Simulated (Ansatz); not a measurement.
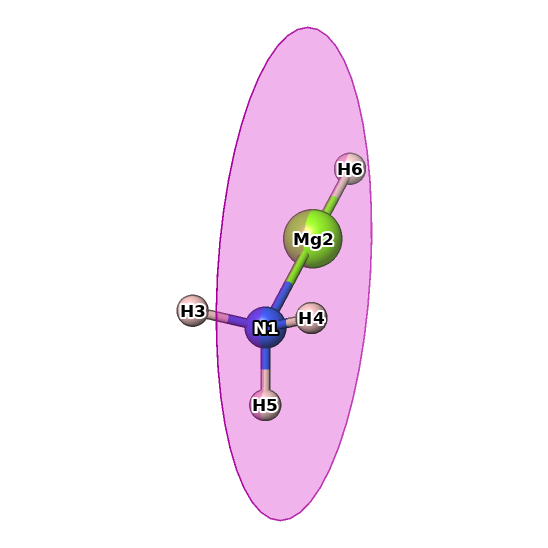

A disc through the centre of mass is drawn in. Depth is shown by fading: the farther an atom, the more it takes the colour of the background. Charge +1, singlet. Computed geometry: PBE0-D4/def2-TZVP optimisation. No frequency run is at hand to confirm it as a minimum.

Is the plane of the disc a mirror plane of the structure?

Yes. The reflection leaves N1, Mg2, H5, H6 in place and moves H3 ↔ H4. The point group is C3v.
